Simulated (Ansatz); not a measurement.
All values below come from PBE (plane waves to 420 eV, PAW; Ansatz, a first-principles code).

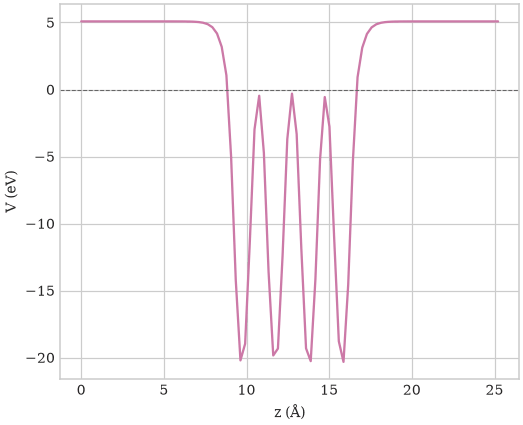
Figure: Plane-averaged electrostatic potential energy along the normal, in eV from the Fermi level, for Cu on a Ni site (middle of the slab) in a 3x3 cell of the 1x1 (111) surface of fcc Ni, ferromagnetic

Slab: 36 atoms, 6.0 Å thick at the start (thin: gaps and levels are the slab's own); k 5x5x1, smearing 0.1 eV, dipole-corrected; 9 atoms held, the rest relaxed; held to the start's symmetry, so lower structures may exist; spin-polarised, no spin-orbit, no U.

The vacuum level lies 5.08 eV above the Fermi level over the top face and 5.08 eV above it under the bottom face.
